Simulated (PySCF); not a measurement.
# BiCl3 (Bi(Cl)32+): the cost of one run

Computed with PySCF 2.14.0. Level: BP86, Bi def2-SVP with ECP60, Cl def2-SVP; scalar-relativistic core potentials, no spin–orbit coupling.

2 further runs of the same task are left out: 2 for a known fault of the program.

## 1. The system as given

4 atoms, charge 2, spin multiplicity 1.

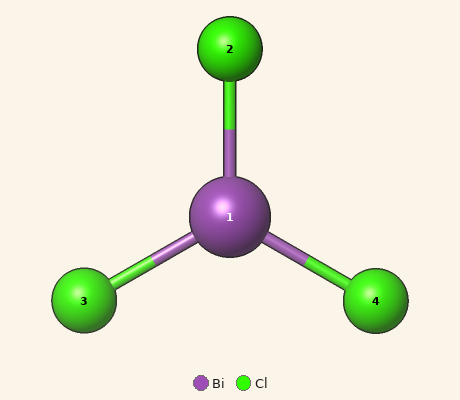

The starting geometry (bismuth purple, chlorine green); atoms are numbered from 1 in the order of the file.

Geometry (Å):

```
Bi    0.0000    0.0000    0.0000
Cl    2.4738    0.0000    0.0000
Cl   -1.2369    2.1424    0.0000
Cl   -1.2369   -2.1424    0.0000
```

Formal oxidation states: Bi +5.

## 2. SCF at the start, singlet

Input file run.py (the lines that set the calculation):

```python
mol = gto.M(atom='''
Bi     0.00000     0.00000     0.00000
Cl     2.47380     0.00000     0.00000
Cl    -1.23690     2.14240     0.00000
Cl    -1.23690    -2.14240     0.00000''',
    basis={'Bi': 'def2-SVP', 'Cl': 'def2-SVP'},
    ecp={'Bi': 'def2-SVP'},
    charge=2, spin=0)
mf = dft.RKS(mol, xc='B88,P86')
mf.grids.atom_grid = (50, 194)
mf = mf.density_fit()  # fitting sets: Bi def2-universal-JKFIT, Cl def2-universal-JKFIT
mf.conv_tol = 1e-08; mf.max_cycle = 55
mf.kernel(dm0)  # dm0: free metal ions and neutral atoms
```

The run is started by

```bash
$ OMP_NUM_THREADS=2 python run.py
```

**Question.** How long does this run take on 2 threads of Arm Neoverse V1, shared host, and how much memory does it need?

About 2 s, with a peak of 0.32 GiB.
